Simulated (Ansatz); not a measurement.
# C2HF2 (SMILES [CH]=C(F)F) (doublet): what the fields show

Input file:

```
crystal:
  periodic: [false, false, false]
  atoms:
    - {symbol: C, position_ang: [-0.041696, -0.104073, -0.234922]}
    - {symbol: C, position_ang: [-0.435872, 0.382094, 0.928587]}
    - {symbol: F, position_ang: [1.041314, -0.875109, -0.428292]}
    - {symbol: F, position_ang: [-0.665147, 0.100205, -1.397702]}
    - {symbol: H, position_ang: [-0.163308, 0.395571, 1.983319]}
basis:
  gaussian:
    orbitals: def2-TZVPD
magnetization:
  spin_polarized: true
  initial_magnetization: 1
hamiltonian:
  xc: {name: PBE0}
output: {forces: true, orbitals: {seedname: orbitals}}
```

Launched as:

```sh
ansatz run input.yaml --threads 1 --pin off --max-ram 2610MiB --events-out events.jsonl --progress --plain --runs-dir runs
```

Geometry: BLYP-D3(BJ)/def2-SVP.

Method: Ansatz 0.2.0, isolated molecule in a Gaussian basis; Kohn-Sham density functional theory, functional PBE0.

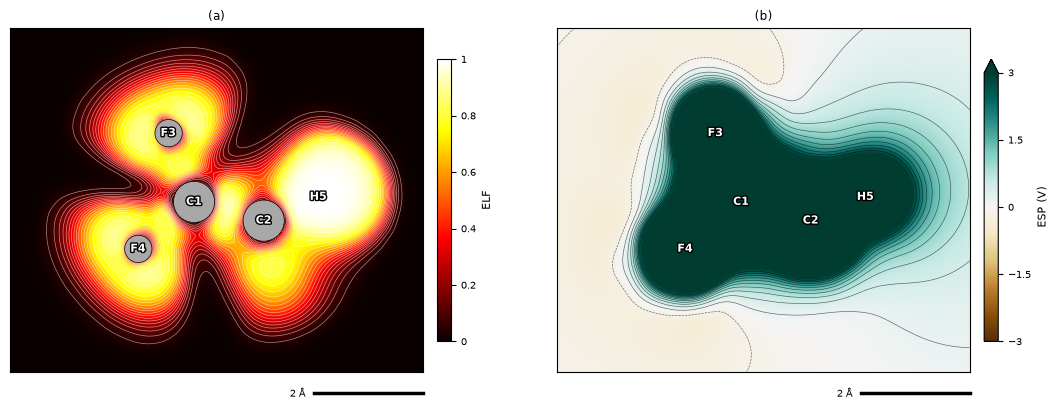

Figure 1. (a) electron localisation function; (b) molecular electrostatic potential on the molecular plane. Grey discs cover the atomic cores in the ELF map.

**What does the map show?**

The section cuts through C, F and H sites. C–C (1.32 Å): the ELF peaks at about 0.90 between the atoms: a multiple bond. C–F (1.34 Å): the ELF peaks at about 0.80 between the atoms, as expected for a shared but strongly polarised pair. C–H (1.09 Å): the ELF climbs to about 1 towards the hydrogen, as it does in any bond to H (an ordinary covalent bond to hydrogen). The ELF also peaks beside F4 and F3, away from the bonds: non-bonding electrons, paired or unpaired. Outside the dense part of the molecule the potential is most negative (−0.4 V) near F3.

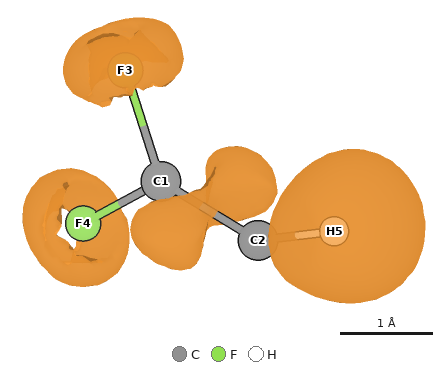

Figure 2. Isosurface of the ELF at 0.85 (orange), seen at a tilt. Core shells and regions of very low density are left out.

**Identify the bonds, lone pairs and shells in this picture.**

The surface consists of one region between bonded C–C atoms (shared pairs), one region around a hydrogen nucleus and two regions wrapped around F (its lone pairs, merged into a ring or cap).

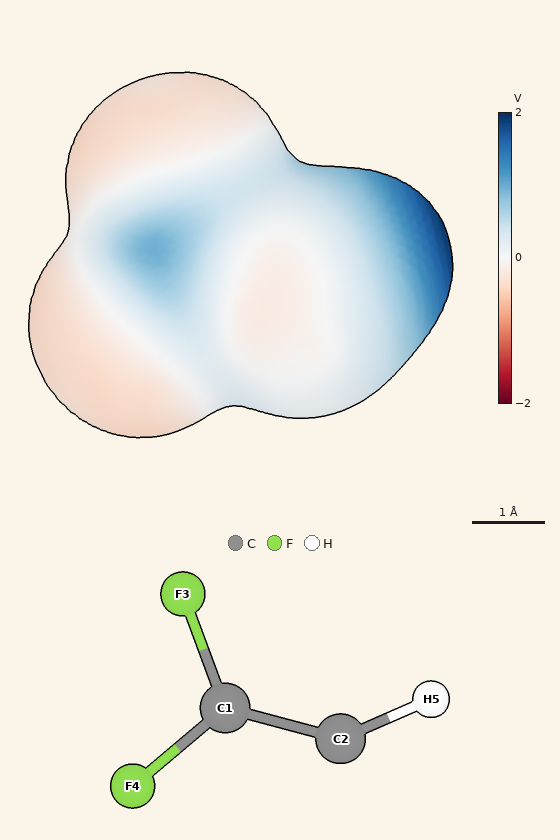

Figure 3. The molecular electrostatic potential painted on the density surface at 0.002 e/bohr³, seen across its widest extent; the colour scale runs from red (negative) to blue (positive). The bare structure is drawn below in the same view.

**Where is the surface potential most negative and most positive?**

The most negative region (about −0.4 V, or −9 kcal/mol for a unit charge) lies over F3 and F4, the most positive (about +1.9 V, or +44 kcal/mol for a unit charge) over H5.

**How polar is the molecule by this calculation?**

Its dipole moment is 1.41 D.
